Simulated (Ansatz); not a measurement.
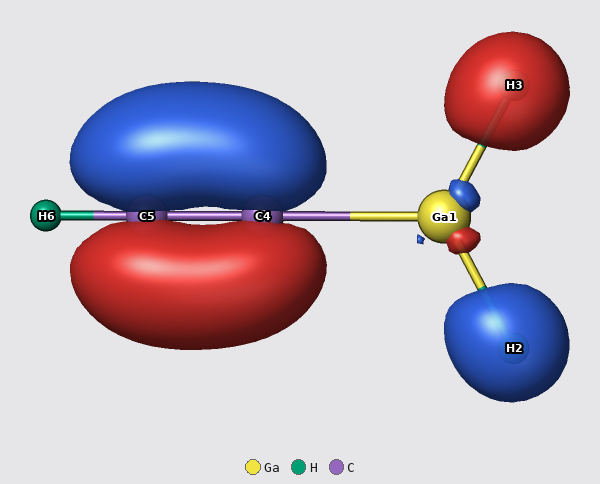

The picture shows: C₂H₃Ga (GaH2(CCH)). The HOMO at ±0.15 Å⁻³ᐟ² (red and blue are the two phases), seen across its widest extent.

Geometry: PBE-D4/def2-TZVP.

These are results of Ansatz, RKS PBE0-D4/def2-TZVP, not measurements.

```xyz
6

Ga    0.6509    1.1270    0.0085
H     2.2175    1.0697    0.0530
H    -0.1786    2.4575   -0.0272
C    -0.3114   -0.5363   -0.0031
C    -0.9211   -1.5943   -0.0118
H    -1.4573   -2.5238   -0.0194
```

Where does this orbital lie, and at what energy?

Answer. By Hirshfeld shares it lies mainly on C5 (about 40 %), C4 (about 35 %), Ga1 (about 10 %), H2 (about 10 %) and H3 (about 10 %); it is symmetric in the molecular plane (an in-plane orbital: σ, lone-pair or in-plane π type). Its energy is −7.91 eV.
